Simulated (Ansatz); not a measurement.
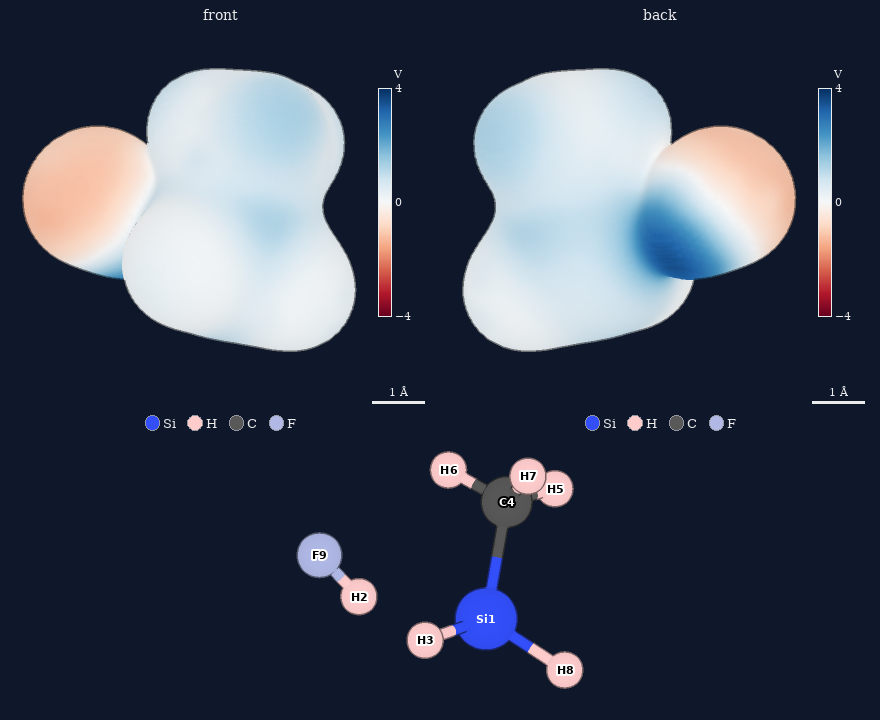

Figure. CH$_{5}$Si···HF (doublet). The molecular electrostatic potential painted on the density surface at 0.004 e/bohr³, seen from the front and from behind; the colour scale runs from red (negative) to blue (positive). The bare structure is drawn below in the same view.

The calculation used UKS revPBE/6-31G* (Ansatz).

The calculation's input:

```
crystal:
  periodic: [false, false, false]
  atoms:
    - { symbol: Si, position_ang: [-0.070256, -0.222816, -0.310319] }
    - { symbol: H, position_ang: [-0.187476, -0.144575, 2.345982] }
    - { symbol: H, position_ang: [1.430704, -0.127873, -0.281224] }
    - { symbol: C, position_ang: [-0.906202, 1.468504, -0.556634] }
    - { symbol: H, position_ang: [-2.004243, 1.36874, -0.582967] }
    - { symbol: H, position_ang: [-0.637739, 2.146764, 0.270376] }
    - { symbol: H, position_ang: [-0.57785, 1.927533, -1.508321] }
    - { symbol: H, position_ang: [-0.497019, -1.246162, -1.332395] }
    - { symbol: F, position_ang: [0.092181, 0.649785, 2.761901] }
magnetization:
  spin_polarized: true
  initial_magnetization: 1
basis:
  gaussian: { orbitals: "6-31G*" }
hamiltonian:
  xc: revpbe
relax:
  f_tol: 0.03
  max_steps: 50
output:
  orbitals: {}
```

Run with:

```sh
ansatz run input.yaml --threads 1 --pin off --max-ram 2048MiB --backend cpu --events-out ev --progress --plain --runs-dir out
```

The fields are those of the run's last geometry, not of the input's.

**Which sites attract a positive test charge, and which a negative one?**

A positive charge is drawn to the negative regions and a negative charge to the positive ones. The most negative region (about −1.2 V) lies over F9, the most positive (about +3.4 V) over H2.
